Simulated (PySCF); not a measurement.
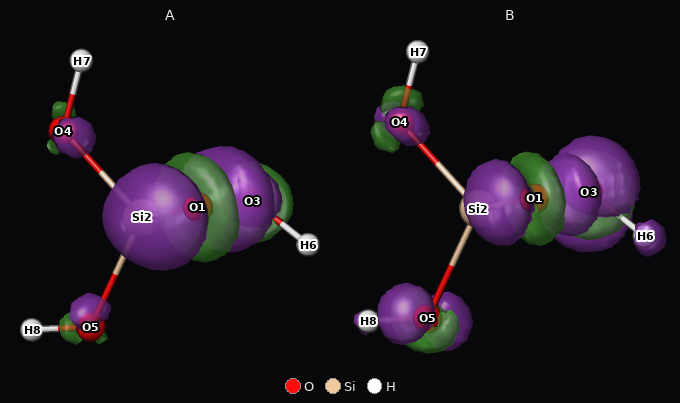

Figure. H3O4Si, doublet, SMILES `[O][Si](O)(O)O`. The two Fukui functions at ±0.06 e/Å³ (purple positive, green negative).

Method: PBE0/aug-cc-pVDZ; geometry: GFN2-xTB; program: PySCF. No frequency check shows the geometry to be a minimum. GFN2-xTB doesn't know the spin state, so this open-shell geometry is rough.

**Which panel is f⁻ (electron removed) and which f⁺ (electron added)?**

A is f⁺, B is f⁻. f⁻ (Hirshfeld-condensed) is largest on O1 (0.25) and O3 (0.25); the vertical ionisation energy is 12.46 eV (to the singlet cation, which needn't be its lowest state). f⁺ (Hirshfeld-condensed) is largest on O1 (0.44); the vertical electron affinity is 2.39 eV (to the singlet anion, which needn't be its lowest state).
